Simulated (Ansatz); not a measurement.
BH₃O₃ and related structures: several calculations on one system

### Relaxation

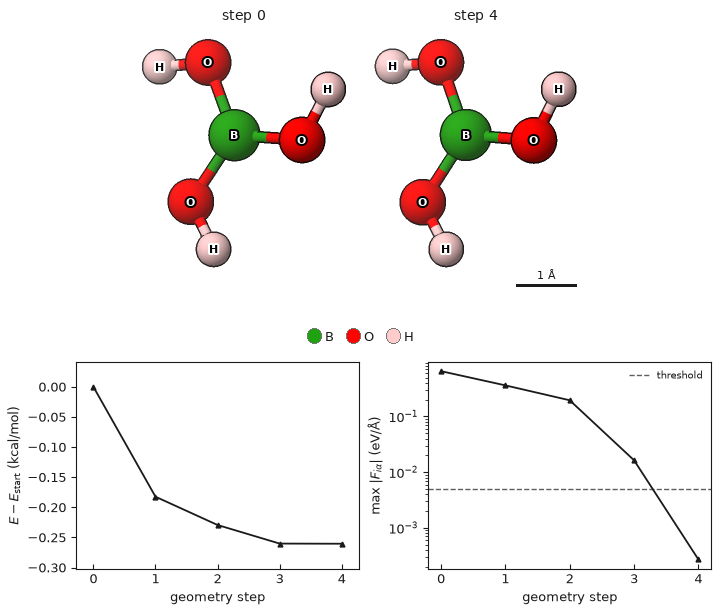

First and last geometry of a relaxation of BH₃O₃, with the history of the run. Style: ball-and-stick. Shown at a tilt.

It is one of the separated products of a reaction.

Level of theory: RKS PBE0-D4/def2-TZVP in Ansatz. (force threshold 0.005 eV/Å; at most 200 steps)

### Did the run converge, and what did it change?

It converged. An H atom moves most after the best rigid fit: 0.031 Å. By element the largest moves are H 0.031 Å, O 0.016 Å, B 0.012 Å. Among the contacts that change: B–O 1.380 → 1.366 Å. Bond angles that change, for instance: B–O–H 114.3° → 112.2°. Over 4 geometry steps the energy falls by 0.26 kcal/mol. Largest force component: 0.65 eV/Å at the start, 0.00027 eV/Å at the end.

### Relaxation

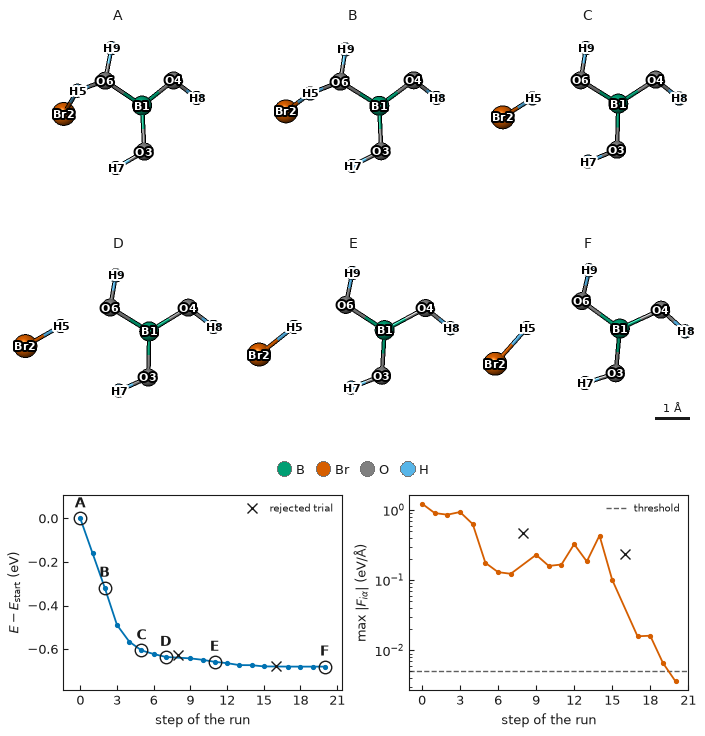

Frames of a relaxation of BH₄O₃Br (started from a transition state, displaced along its imaginary mode), marked on the history of the run. A ball-and-stick model, seen at a tilt.

These are results of RKS PBE0-D4/def2-TZVP (Ansatz 0.2.0), not measurements. (force threshold 0.005 eV/Å; at most 200 steps)

Question: Describe the path.

Answer: Over 18 accepted moves (20 points after the start) the energy falls by 0.681 eV. Largest force component: 1.2 eV/Å at the start, 0.0036 eV/Å at the end. The line search rejected the trial steps at points 8, 16 of the run. The atom that moves furthest after the best rigid fit is Br2 (1.67 Å). Largest moves by element: Br 1.67 Å, H 1.20 Å, O 0.86 Å, B 0.34 Å. Some distances before and after: B1–Br2 2.986 → 3.865 Å, H5–O6 1.284 → 1.842 Å, Br2–O6 2.853 → 3.227 Å, Br2–H5 1.647 → 1.445 Å. Among the angles between lasting bonds that change: O4–B1–O6 114.6° → 118.3°, B1–O3–H7 117.1° → 114.3°, B1–O6–H9 110.3° → 112.9°. Groups turn about B1–O3 by about 30°. Cost: 33 s on 8 threads of Arm Neoverse V2 (shared host). From step 0 to 2: Br2 moves most (0.39 Å), energy −0.319 eV. From step 2 to 5: Br2 moves most (0.57 Å), energy −0.287 eV. From step 5 to 7: Br and H atoms move most (0.31 Å), energy −0.030 eV. From step 7 to 11: Br2 moves most (0.33 Å), energy −0.022 eV. From step 11 to 20: Br2 moves most (0.46 Å), energy −0.022 eV.

```tsv
step	E − E(0), eV	largest force component, eV/Å	note
0	0.0000	1.2316	
1	-0.1593	0.9038	
2	-0.3186	0.8569	
3	-0.4893	0.9354	
4	-0.5656	0.6296	
5	-0.6061	0.1765	
6	-0.6226	0.1300	
7	-0.6363	0.1232	
8	-0.6292	0.4628	rejected
9	-0.6427	0.2297	
10	-0.6493	0.1594	
11	-0.6587	0.1671	
12	-0.6646	0.3256	
13	-0.6736	0.1846	
14	-0.6739	0.4326	
15	-0.6795	0.1012	
16	-0.6793	0.2342	rejected
17	-0.6804	0.0158	
18	-0.6805	0.0161	
19	-0.6805	0.0066	
20	-0.6806	0.0036
```

### Reaction

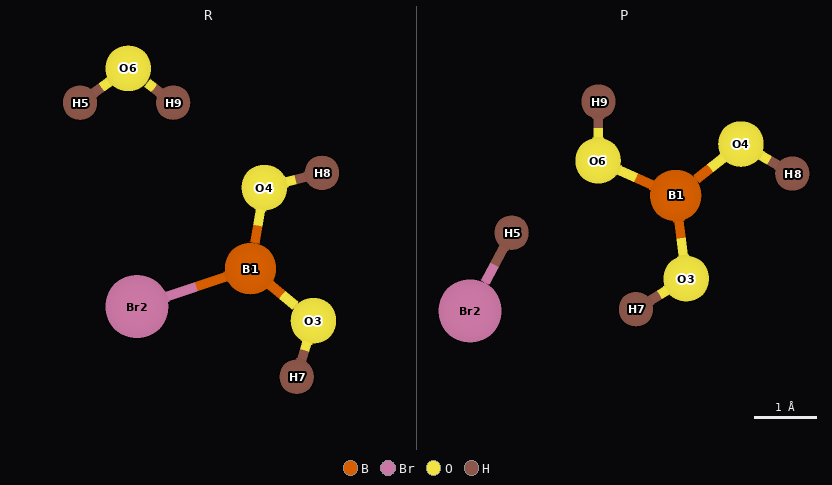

Reactant (R) and product (P) of one elementary step of BH₄O₃Br. A ball-and-stick model, seen at a tilt.

Stationary points at PBE0-D4/def2-TZVP, single-point energies with CCSD(T)/CBS (def2-TZVPP where no basis is named; Ansatz 0.2.0). The energies are electronic, without zero-point or thermal terms, and both ends are the minima reached downhill from the saddle, with any fragments still in contact. CCSD(T)/CBS stands for a frozen-core estimate: MP2 correlation extrapolated from def2-TZVPP and def2-QZVPP, CCSD(T) minus MP2 from the smaller set.

R:
```xyz
9

B    -0.3694    0.2731   -0.9558
Br    1.1481   -0.8166   -1.4556
O    -0.9109    1.1662   -1.8110
O    -0.8709    0.1042    0.2882
H     1.6900   -1.2788    1.9127
O     1.0469   -0.7832    2.4236
H    -0.4772    1.2066   -2.6663
H    -1.6129    0.6892    0.4744
H     0.3564   -0.5608    1.7897
```

P:
```xyz
9

B    -0.6412    0.2782    0.2037
Br    2.6498   -1.0302   -1.3429
O    -0.5504    0.5485   -1.1229
O    -1.7304    0.6587    0.9274
H     1.8248   -0.8900   -0.1647
O     0.3738   -0.3925    0.8546
H     0.2610    0.2349   -1.5371
H    -2.3827    1.1173    0.3931
H     0.1953   -0.5247    1.7888
```

Predict the saddle point between them and the barrier.

Counted by bonded pieces, R holds BH₂BrO₂ + H₂O and P holds BH₃O₃ + HBr. From R over the saddle to P, bonds form: B1–O6 (3.81 → 1.54 → 1.38 Å), Br2–H5 (3.44 → 1.95 → 1.45 Å). Bonds break: B1–Br2 (1.93 → 2.55 → 3.86 Å), H5–O6 (0.96 → 1.05 → 1.84 Å). The saddle has one imaginary mode, 281i cm⁻¹. With CCSD(T)/CBS the barrier is 12.6 kcal/mol from R and 25.0 kcal/mol from P, and P lies 12.4 kcal/mol below R.

Saddle geometry:

```xyz
9

B    -0.2949    0.2476   -0.0472
Br    0.8745   -1.7243   -1.1540
O    -0.2268    1.1903   -1.0140
O    -1.4375   -0.1111    0.5841
H     1.3292   -0.6748    0.4199
O     0.8775    0.1201    0.9382
H     0.5603    1.1332   -1.5617
H    -2.2231    0.0391    0.0532
H     0.5408   -0.2201    1.7814
```

The saddle point in the same view, with dashed sticks for the bonds that form or break:

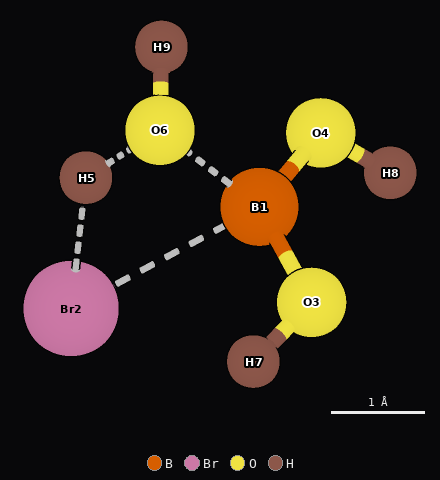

### Reaction

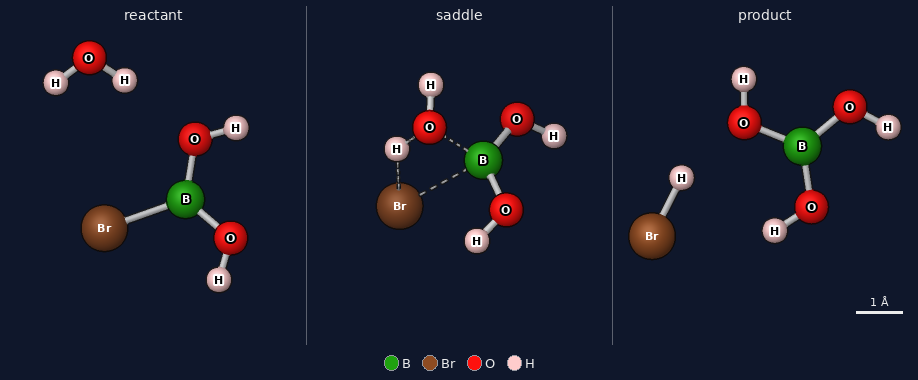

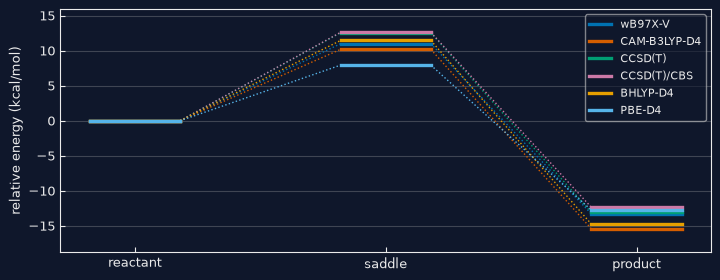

A reaction step of BH$_{4}$O$_{3}$Br, with its energy diagram. A ball-and-stick model, seen face on. Dashed sticks mark bonds that form or break.

Stationary points at PBE0-D4/def2-TZVP, single-point energies with wB97X-V, CAM-B3LYP-D4, CCSD(T), CCSD(T)/CBS, BHLYP-D4, PBE-D4 (def2-TZVPP where no basis is named; Ansatz 0.2.0). The energies are electronic, without zero-point or thermal terms, and both ends are the minima reached downhill from the saddle, with any fragments still in contact. CCSD(T)/CBS stands for a frozen-core estimate: MP2 correlation extrapolated from def2-TZVPP and def2-QZVPP, CCSD(T) minus MP2 from the smaller set.

Q: What happens, and what does it cost?

A: Counted by bonded pieces, the reactant holds BH₂BrO₂ + H₂O and the product holds BH₃O₃ + HBr. From the reactant over the saddle to the product, bonds form: B–O (3.81 → 1.54 → 1.38 Å), Br–H (3.44 → 1.95 → 1.45 Å). Bonds break: B–Br (1.93 → 2.55 → 3.86 Å), H–O (0.96 → 1.05 → 1.84 Å). The saddle has one imaginary mode, 281i cm⁻¹. With wB97X-V the barrier is 11.0 kcal/mol from the reactant and 24.3 kcal/mol from the product, and the product lies 13.3 kcal/mol below the reactant.

| level | barrier from the reactant (kcal/mol) | barrier from the product (kcal/mol) | the product less the reactant (kcal/mol) |
| --- | --- | --- | --- |
| wB97X-V | 11.0 | 24.3 | −13.3 |
| CAM-B3LYP-D4 | 10.2 | 25.6 | −15.4 |
| CCSD(T) | 12.6 | 25.6 | −13.1 |
| CCSD(T)/CBS | 12.6 | 25.0 | −12.4 |
| BHLYP-D4 | 11.5 | 26.2 | −14.7 |
| PBE-D4 | 7.9 | 20.7 | −12.7 |

Against CCSD(T)/CBS, CCSD(T) comes closest on the barrier from the reactant (−0.1 kcal/mol) and PBE-D4 misses most (−4.7 kcal/mol).
